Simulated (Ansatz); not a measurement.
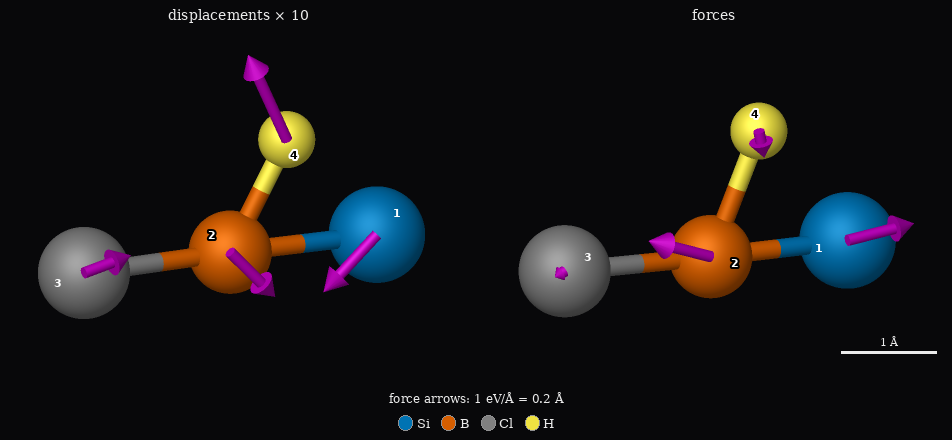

Left: BSiHCl (charge −1), with purple arrows for the displacements applied to it. Right: the displaced structure with the computed forces. The picture is a ball-and-stick view, seen at a tilt.

These are results of RHF-CCSD(T), frozen core/def2-TZVPPD in Ansatz 0.2.0, not measurements. 

How do the forces relate to the distortion?

Answer. All atoms are moved at random (σ = 0.06 Å) from the PBE0-D4/def2-TZVP minimum. It costs 9.31 kcal/mol. The largest force is 4.2 eV/Å, on B2. The forces mostly point back along the displacements (cosine −0.73). At other levels of theory the same distortion costs 8.54 kcal/mol (RKS PBE-D4/def2-TZVPPD), 8.55 kcal/mol (RKS r2SCAN-D4/def2-TZVPPD), 7.98 kcal/mol (RKS PBE0-D4/def2-TZVPPD), 7.66 kcal/mol (RKS wB97M-V/def2-TZVPPD). Near-neighbour distances before and after: Si1–B2 1.796 → 1.683 Å, B2–H4 1.333 → 1.436 Å. Bond angles that change, for instance: Cl3–B2–H4 116.4° → 107.5°, Si1–B2–H4 64.9° → 71.9°.
